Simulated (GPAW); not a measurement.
# W2COS MXene monolayer in an electric field

How does W2COS MXene monolayer screen a perpendicular field?

Program: GPAW 26.7.0. Level of theory: GPAW, PAW setups; layer in a repeated cell with vacuum, relaxation of atoms and in-plane cell, in the first sound run; inputs show where later runs differ. Results are calculated unless marked as measured.

### 1. Set-up

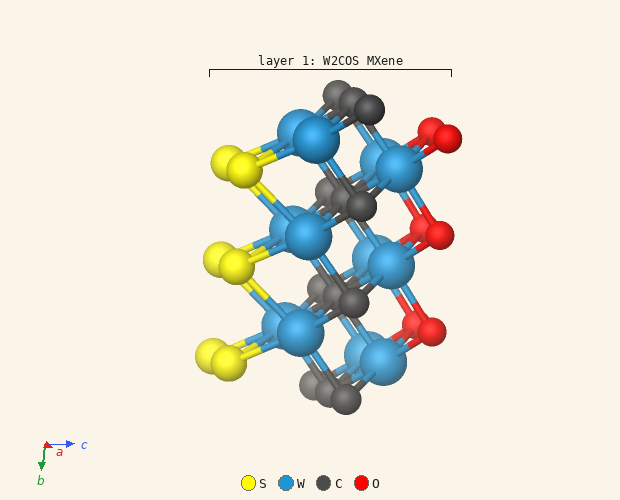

The cell as given, from the side, with the c axis across the page (sulfur yellow, tungsten blue, carbon dark grey, oxygen red). 2×3×1 cells are drawn. Some periodic images of atoms are drawn too.

The cell holds 5 atoms: 1 S, 2 W, 1 C and 1 O. Cell: a = 3.125 Å, b = 3.125 Å, c = 21.317 Å, α = 90.0°, β = 90.0°, γ = 120.0°. Vacuum lies along c.

### 2. Relaxation

The atoms are relaxed first, since the surface dipole, and with it the work function, follows the positions of the outer layers.

run.py

```python
import json
import numpy as np
from ase import Atoms
from ase.filters import FrechetCellFilter
from ase.optimize import BFGS
from gpaw import GPAW, PW

slab = Atoms(
    ['S', 'W', 'C', 'W', 'O'],
    positions=[
        [-0.00000, 1.80446, 8.00000],
        [1.56270, 0.90223, 9.74184],
        [0.00000, 0.00000, 10.97504],
        [-0.00000, 1.80446, 12.20825],
        [1.56270, 0.90223, 13.31724]],
    cell=[[3.12541, 0.0, 0.0], [-1.5627, 2.70668, 0.0], [0.0, 0.0, 21.3172]],
    pbc=[True, True, True])

slab.calc = GPAW(mode=PW(600), xc='PBE', kpts={'size': (12, 12, 1), 'gamma': True},
                 occupations={'name': 'fermi-dirac', 'width': 0.05}, nbands='160%',
                 convergence={'density': 1e-05}, maxiter=200,
                 symmetry={'tolerance': 1e-3}, txt='slab.txt')
result = {}
# The in-plane cell is free; stress needs a cell that repeats along all three vectors
path = []
opt = BFGS(FrechetCellFilter(slab, mask=[1, 1, 0, 0, 0, 1]), maxstep=0.2)
opt.attach(lambda: path.append((slab.get_potential_energy(), slab.positions.tolist(), slab.get_forces().tolist())))
result['relaxed'] = bool(opt.run(fmax=0.02, steps=45))
result['path'] = path
result['cell'] = slab.cell.tolist()
print('in-plane lattice', slab.cell.cellpar().round(4)[[0, 1, 5]])
energy = slab.get_potential_energy()
fermi = slab.calc.get_fermi_level()
v = slab.calc.get_electrostatic_potential().mean((0, 1)) - fermi
n = slab.calc.get_pseudo_density().mean((0, 1))
L = slab.cell[2, 2]
z = np.arange(len(v)) * L / len(v)
low, high = slab.positions[:, 2].min(), slab.positions[:, 2].max()
below, above = np.interp([low - 5.8, high + 5.8], z, v)
slopes = [np.interp(x, z, np.gradient(v, z)) for x in (low - 5.8, high + 5.8)]
eps = np.array([[slab.calc.get_eigenvalues(k, s) for k in range(len(slab.calc.get_ibz_k_points()))]
                for s in range(slab.calc.get_number_of_spins())]) - fermi
top, bottom = eps[eps < 0].max(), eps[eps > 0].min()
dipole = slab.get_dipole_moment()[2]
print(f'energy {energy:.4f} eV, Fermi level {fermi:.4f} eV, dipole {dipole:.5f} e A')
print(f'potential 5.8 A off the faces, from the Fermi level: lower {below:.4f} eV, upper {above:.4f} eV')
print(f'slope of the potential there: lower {slopes[0]:.5f}, upper {slopes[1]:.5f} eV/A')
print(f'nearest levels on the mesh: {top:.4f} and {bottom:.4f} eV')
print('magnetic moment', round(slab.get_magnetic_moment(), 3))
result.update(energy=energy, fermi=fermi, dipole=dipole, below=below, above=above, slopes=slopes, edges=[top, bottom],
              z=z.tolist(), v=v.tolist(), n=n.tolist(), positions=slab.positions.tolist(),
              forces=slab.get_forces(apply_constraint=False).tolist(), moments=slab.get_magnetic_moments().tolist())
json.dump(result, open('result.json', 'w'))
```

On the command line:

```sh
> OMP_NUM_THREADS=1 OPENBLAS_NUM_THREADS=1 python run.py
```

The program printed:

```text
Step          Energy          fmax
BFGS:    0      -44.025895        1.861547
BFGS:    1      -44.098292        1.475464
BFGS:    2      -44.202992        1.861374
BFGS:    3      -44.260467        0.693383
BFGS:    4      -44.283198        0.621422
BFGS:    5      -44.342517        0.594369
BFGS:    6      -44.361801        0.523004
BFGS:    7      -44.393995        0.409456
BFGS:    8      -44.407383        0.352590
BFGS:    9      -44.413617        0.128066
BFGS:   10      -44.413917        0.019561
in-plane lattice [  3.1716   3.1716 120.    ]
energy -44.4086 eV, Fermi level 0.4337 eV, dipole -0.05733 e A
potential 5.8 A off the faces, from the Fermi level: lower 5.1926 eV, upper 5.4583 eV
slope of the potential there: lower -0.05609, upper -0.05554 eV/A
nearest levels on the mesh: -0.0057 and 0.0942 eV
magnetic moment 0.0
```

Wall time 20 min (1 thread of Arm Neoverse V1, shared host); peak memory 0.54 GiB.

This step gave:

```
dipole along the normal                    : -0.05733 e·Å
levels nearest the Fermi level on the mesh : -0.005662, 0.09425 eV from the Fermi level
```

The electrostatic potential energy of an electron (without an applied field's), less the Fermi level, planar mean oscillates, so the rows of the table below give means over windows of 1 Å about each position, cut where the curve ends. Its maxima inside the range that stand out by 2 % of the span (Å: eV): 8.9: -6.11, 10.7: -12.1, 11.3: -13.0, 12.9: -10.4. Its minima: 8.2: -19.4, 9.9: -25.1, 11.0: -15.0, 12.0: -25.4, 13.0: -11.5.

Table of electrostatic potential energy of an electron (without an applied field's), less the Fermi level, planar mean by z; means over each step:

```csv
z (Å),"electrostatic potential energy of an electron (without an applied field's), less the Fermi level, planar mean (eV)"
0,5.31
1,5.27
2,5.21
3,5.16
4,5.10
5,5.04
6,4.92
7,3.26
8,-12.1
9,-9.65
10,-20.6
11,-13.5
12,-21.2
13,-10.00
14,3.71
15,5.62
16,5.62
17,5.57
18,5.51
19,5.46
20,5.40
21,5.35
```

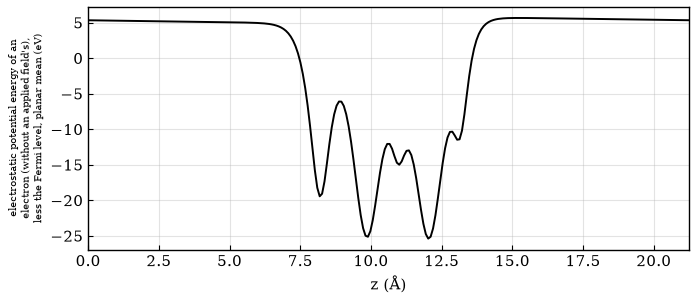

Electrostatic potential energy of an electron (without an applied field's), less the Fermi level, planar mean, plotted against z.

The pseudo valence density, planar mean oscillates, so the rows of the table below give means over windows of 2 Å about each position, cut where the curve ends. Its maxima inside the range that stand out by 2 % of the span (Å: e/Å³): 8.5: 0.504, 9.9: 1.53, 12.1: 1.52, 13.1: 0.893. Its minima: 9.0: 0.466, 10.7: 0.666, 12.6: 0.742.

The pseudo valence density, planar mean by z; means over each step:

```
z (Å)  pseudo valence density, planar mean (e/Å³)
    4                                      1.9e-5
    6                                      0.0103
    8                                       0.356
   10                                       0.908
   12                                       0.977
   14                                       0.273
   16                                      3.3e-4
   18                                           0
```

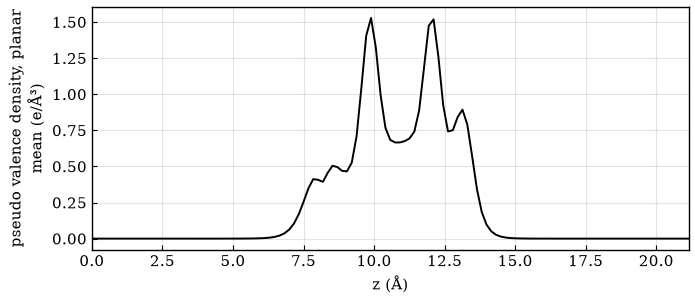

Pseudo valence density, planar mean, plotted against z.

The relaxation lowered the energy of the cell by 0.395 eV (energies extrapolated to zero smearing; the optimiser's log prints free energies). The largest force left on a free atom is 0.020 eV/Å.

### 3. Plane waves, PBE

The work function is the vacuum plateau of the electrostatic potential less the Fermi level; a dipole layer lets the two faces have plateaus of their own.

This step: GPAW, PAW setups; slab in vacuum (GPAW 26.7.0).

The cell differs from the one that the last finished run ended in (c 21.317 → 20.958 Å).

Changes to run.py since step 2:

```diff
@@ -3,4 +3,2 @@
 from ase import Atoms
-from ase.filters import FrechetCellFilter
-from ase.optimize import BFGS
 from gpaw import GPAW, PW
@@ -10,23 +8,16 @@
     positions=[
-        [-0.00000, 1.80446, 8.00000],
-        [1.56270, 0.90223, 9.74184],
-        [0.00000, 0.00000, 10.97504],
-        [-0.00000, 1.80446, 12.20825],
-        [1.56270, 0.90223, 13.31724]],
-    cell=[[3.12541, 0.0, 0.0], [-1.5627, 2.70668, 0.0], [0.0, 0.0, 21.3172]],
-    pbc=[True, True, True])
+        [-0.00000, 1.83111, 8.00000],
+        [1.58578, 0.91555, 9.65588],
+        [-0.00000, 0.00000, 10.77554],
+        [-0.00000, 1.83111, 11.84860],
+        [1.58578, 0.91555, 12.95818]],
+    cell=[[3.17157, -0.0, 0.0], [-1.58578, 2.74665, 0.0], [0.0, 0.0, 20.9582]],
+    pbc=[True, True, False])
 
-slab.calc = GPAW(mode=PW(600), xc='PBE', kpts={'size': (12, 12, 1), 'gamma': True},
+slab.calc = GPAW(mode=PW(500), xc='PBE', kpts={'size': (12, 12, 1), 'gamma': True},
                  occupations={'name': 'fermi-dirac', 'width': 0.05}, nbands='160%',
                  convergence={'density': 1e-05}, maxiter=200,
+                 poissonsolver={'dipolelayer': 'xy'},
                  symmetry={'tolerance': 1e-3}, txt='slab.txt')
 result = {}
-# The in-plane cell is free; stress needs a cell that repeats along all three vectors
-path = []
-opt = BFGS(FrechetCellFilter(slab, mask=[1, 1, 0, 0, 0, 1]), maxstep=0.2)
-opt.attach(lambda: path.append((slab.get_potential_energy(), slab.positions.tolist(), slab.get_forces().tolist())))
-result['relaxed'] = bool(opt.run(fmax=0.02, steps=45))
-result['path'] = path
-result['cell'] = slab.cell.tolist()
-print('in-plane lattice', slab.cell.cellpar().round(4)[[0, 1, 5]])
 energy = slab.get_potential_energy()
```

The program printed:

```text
energy -44.0530 eV, Fermi level 0.5254 eV, dipole -0.03949 e A
potential 5.8 A off the faces, from the Fermi level: lower 4.9244 eV, upper 5.7502 eV
slope of the potential there: lower 0.00034, upper 0.00043 eV/A
nearest levels on the mesh: -0.0056 and 0.0933 eV
magnetic moment 0.0
```

Run time: 1.7 min. Hardware: 1 thread; peak memory 0.27 GiB.

This step gave:

- dipole along the normal: -0.03949 e·Å
- levels nearest the Fermi level on the mesh: -0.005591, 0.09335 eV from the Fermi level
- upper work function: 5.750 eV
- lower work function: 4.924 eV

The electrostatic potential energy of an electron (without an applied field's), less the Fermi level, planar mean oscillates, so the rows of the table below give means over windows of 2 Å about each position, cut where the curve ends. Its maxima inside the range that stand out by 2 % of the span (Å: eV): 8.7: -6.04, 10.4: -12.0, 11.1: -13.0, 12.6: -10.3. Its minima: 8.0: -19.3, 9.6: -25.2, 10.8: -15.0, 11.9: -25.3, 12.9: -11.5.

Table of electrostatic potential energy of an electron (without an applied field's), less the Fermi level, planar mean by z; means over each step:

```csv
z (Å),"electrostatic potential energy of an electron (without an applied field's), less the Fermi level, planar mean (eV)"
0,5.00
2,4.92
4,4.92
6,4.58
8,-8.66
10,-17.1
12,-16.7
14,2.92
16,5.75
18,5.75
20,5.73
```

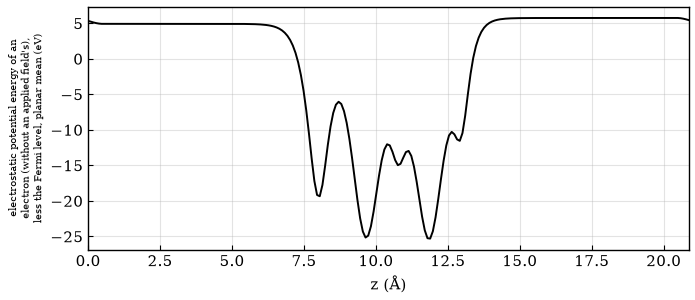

Electrostatic potential energy of an electron (without an applied field's), less the Fermi level, planar mean, plotted against z.

The pseudo valence density, planar mean oscillates, so the rows of the table below give means over windows of 2 Å about each position, cut where the curve ends. Its maxima inside the range that stand out by 2 % of the span (Å: e/Å³): 8.4: 0.504, 9.7: 1.51, 11.8: 1.52, 12.9: 0.891. Its minima: 8.8: 0.462, 10.7: 0.665, 12.5: 0.735.

Pseudo valence density, planar mean against z; means over each step:

| z (Å) | pseudo valence density, planar mean (e/Å³) |
| --- | --- |
| 4 | 3.8e-5 |
| 6 | 0.0201 |
| 8 | 0.396 |
| 10 | 0.927 |
| 12 | 0.995 |
| 14 | 0.188 |
| 16 | 1.7e-4 |
| 18 | 0 |

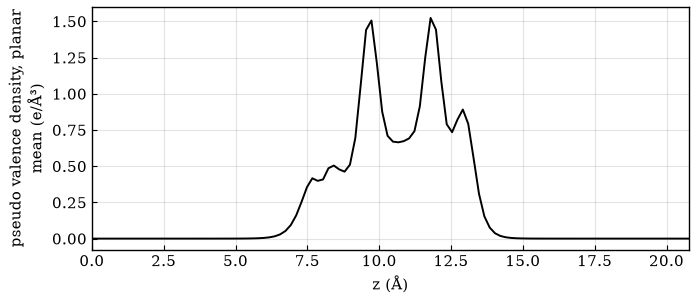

Pseudo valence density, planar mean, plotted against z.

The potential is flat to 4.3e-4 eV/Å where it is read, so the vacuum is wide enough.

### 4. Field on

A uniform field along the normal polarises the slab; the atoms stay fixed, so this is the electronic response alone.

Changes to run.py since step 3:

```diff
@@ -4,2 +4,3 @@
 from gpaw import GPAW, PW
+from gpaw.external import ConstantElectricField
 
@@ -20,2 +21,3 @@
                  poissonsolver={'dipolelayer': 'xy'},
+                 external=ConstantElectricField(-0.2, [0, 0, 1]),
                  symmetry={'tolerance': 1e-3}, txt='slab.txt')
```

The program printed:

```text
energy -44.0672 eV, Fermi level 0.5591 eV, dipole -0.10183 e A
potential 5.8 A off the faces, from the Fermi level: lower 4.2314 eV, upper 6.3450 eV
slope of the potential there: lower 0.00034, upper 0.00042 eV/A
nearest levels on the mesh: -0.0055 and 0.0960 eV
magnetic moment 0.0
```

The job ended after 6.1 min (1 thread; peak memory 0.56 GiB).

Numbers from this step:

```yaml
dipole_along_the_normal: -0.1018 e·Å
levels_nearest_the_fermi_level_on_the_mesh: -0.005543, 0.09598 eV from the Fermi level
potential_below_the_slab_the_applied_field_s_own_ramp_left_out: 4.231 eV from the Fermi level
potential_above_the_slab_the_applied_field_s_own_ramp_left_out: 6.345 eV from the Fermi level
```

The electrostatic potential energy of an electron (without an applied field's), less the Fermi level, planar mean oscillates, so the rows of the table below give means over windows of 1 Å about each position, cut where the curve ends. Its maxima inside the range that stand out by 2 % of the span (Å: eV): 8.7: -6.39, 10.4: -12.0, 11.1: -12.8, 12.6: -9.87, 20.4: 6.35. Its minima: 8.0: -19.8, 9.6: -25.3, 10.8: -14.9, 11.9: -25.0, 12.9: -11.1.

Table of electrostatic potential energy of an electron (without an applied field's), less the Fermi level, planar mean by z; means over each step:

| z (Å) | electrostatic potential energy of an electron (without an applied field's), less the Fermi level, planar mean (eV) |
| --- | --- |
| 0 | 4.63 |
| 1 | 4.23 |
| 2 | 4.23 |
| 3 | 4.23 |
| 4 | 4.23 |
| 5 | 4.23 |
| 6 | 4.10 |
| 7 | 1.15 |
| 8 | -14.1 |
| 9 | -12.1 |
| 10 | -19.0 |
| 11 | -14.4 |
| 12 | -20.2 |
| 13 | -6.79 |
| 14 | 5.36 |
| 15 | 6.31 |
| 16 | 6.34 |
| 17 | 6.34 |
| 18 | 6.34 |
| 19 | 6.35 |
| 20 | 6.35 |

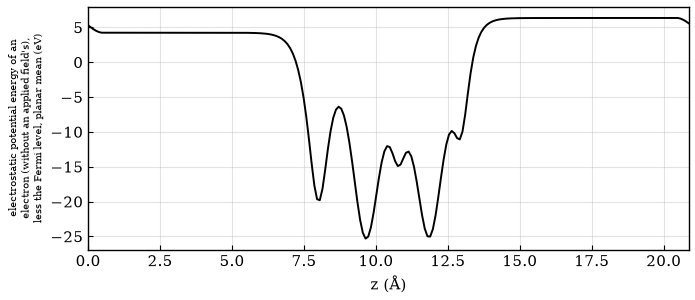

Electrostatic potential energy of an electron (without an applied field's), less the Fermi level, planar mean, plotted against z.

Force by atom:

| atom | x (eV/Å) | y (eV/Å) | z (eV/Å) | size |
| --- | --- | --- | --- | --- |
| S1 | 0.0000 | -0.0001 | 0.0133 | 0.0133 |
| W2 | 0.0001 | 0.0000 | -0.0291 | 0.0291 |
| C3 | -0.0001 | 0.0001 | 0.0282 | 0.0282 |
| W4 | 0.0000 | 0.0000 | -0.0864 | 0.0864 |
| O5 | 0.0001 | 0.0000 | 0.0397 | 0.0397 |

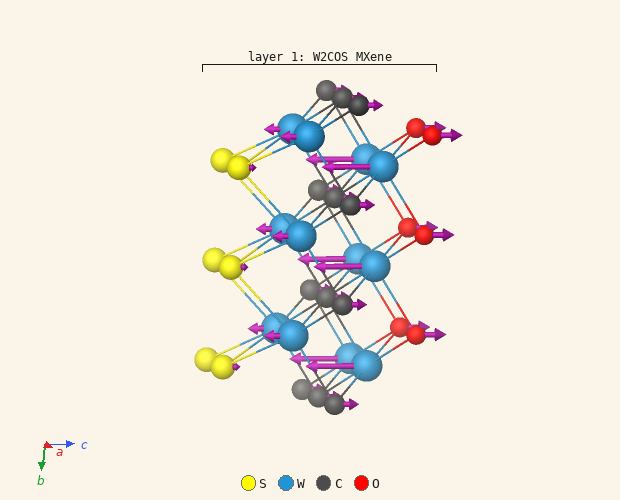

Force as arrows, the longest 0.0864 eV/Å. 2×3×1 cells are drawn. Some periodic images of atoms are drawn too.

The dipole is now -0.102 e Å, against -0.039 in the run without a field.

### 5. Field on

Changes to run.py since step 4:

```diff
@@ -21,3 +21,3 @@
                  poissonsolver={'dipolelayer': 'xy'},
-                 external=ConstantElectricField(-0.2, [0, 0, 1]),
+                 external=ConstantElectricField(-0.1, [0, 0, 1]),
                  symmetry={'tolerance': 1e-3}, txt='slab.txt')
```

The program printed:

```text
energy -44.0585 eV, Fermi level 0.5426 eV, dipole -0.07084 e A
potential 5.8 A off the faces, from the Fermi level: lower 4.5773 eV, upper 6.0471 eV
slope of the potential there: lower 0.00034, upper 0.00042 eV/A
nearest levels on the mesh: -0.0056 and 0.0951 eV
magnetic moment 0.0
```

Wall time 6.1 min (1 thread); peak memory 0.56 GiB.

This step gave:

```
dipole along the normal                                         : -0.07084 e·Å
levels nearest the Fermi level on the mesh                      : -0.005577, 0.09506 eV from the Fermi level
potential below the slab, the applied field's own ramp left out : 4.577 eV from the Fermi level
potential above the slab, the applied field's own ramp left out : 6.047 eV from the Fermi level
```

The electrostatic potential energy of an electron (without an applied field's), less the Fermi level, planar mean oscillates, so the rows of the table below give means over windows of 2 Å about each position, cut where the curve ends. Its maxima inside the range that stand out by 2 % of the span (Å: eV): 8.7: -6.22, 10.4: -12.0, 11.1: -12.9, 12.6: -10.1. Its minima: 8.0: -19.6, 9.6: -25.2, 10.8: -14.9, 11.9: -25.2, 12.9: -11.3.

Table of electrostatic potential energy of an electron (without an applied field's), less the Fermi level, planar mean by z; means over each step:

```csv
z (Å),"electrostatic potential energy of an electron (without an applied field's), less the Fermi level, planar mean (eV)"
0,4.72
2,4.58
4,4.58
6,4.24
8,-8.90
10,-17.1
12,-16.6
14,3.20
16,6.04
18,6.05
20,6.00
```

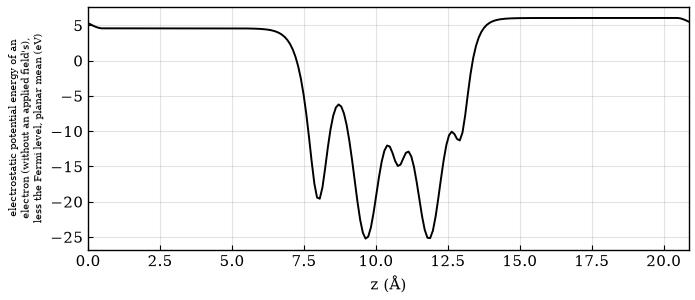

Electrostatic potential energy of an electron (without an applied field's), less the Fermi level, planar mean against z.

The dipole is now -0.0708 e Å, against -0.039 in the run without a field.

### 6. Field on

Changes to run.py since step 5:

```diff
@@ -21,3 +21,3 @@
                  poissonsolver={'dipolelayer': 'xy'},
-                 external=ConstantElectricField(-0.1, [0, 0, 1]),
+                 external=ConstantElectricField(-0.05, [0, 0, 1]),
                  symmetry={'tolerance': 1e-3}, txt='slab.txt')
```

The program printed:

```text
energy -44.0554 eV, Fermi level 0.5341 eV, dipole -0.05534 e A
potential 5.8 A off the faces, from the Fermi level: lower 4.7506 eV, upper 5.8985 eV
slope of the potential there: lower 0.00035, upper 0.00042 eV/A
nearest levels on the mesh: -0.0056 and 0.0942 eV
magnetic moment 0.0
```

It took 6.2 min on 1 thread; peak memory 0.56 GiB.

The electrostatic potential energy of an electron (without an applied field's), less the Fermi level, planar mean oscillates, so the rows of the table below give means over windows of 2 Å about each position, cut where the curve ends. Its maxima inside the range that stand out by 2 % of the span (Å: eV): 8.7: -6.13, 10.4: -12.0, 11.1: -12.9, 12.6: -10.2. Its minima: 8.0: -19.5, 9.6: -25.2, 10.8: -15.0, 11.9: -25.2, 12.9: -11.4.

The electrostatic potential energy of an electron (without an applied field's), less the Fermi level, planar mean by z; means over each step:

```
z (Å)  electrostatic potential energy of an electron (without an applied field's), less the Fermi level, planar mean (eV)
    0                                                                                                                4.86
    2                                                                                                                4.75
    4                                                                                                                4.75
    6                                                                                                                4.41
    8                                                                                                               -8.78
   10                                                                                                               -17.1
   12                                                                                                               -16.6
   14                                                                                                                3.06
   16                                                                                                                5.89
   18                                                                                                                5.90
   20                                                                                                                5.87
```

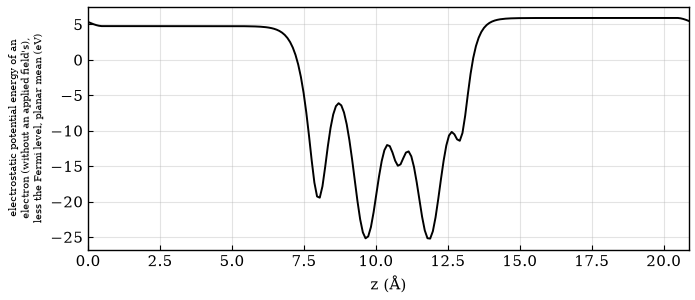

Electrostatic potential energy of an electron (without an applied field's), less the Fermi level, planar mean against z.

[end of part 1 of 2]

[Logs are printed without paths, hosts, clocks, repeated set-up lines and the standing remarks that a program may print on its own settings, such as how far it seeks lower states.]

[Hosts, paths, dates, database ids (printed as entryN), source tags and the programs' standing remarks are cut or masked in the printed files.]
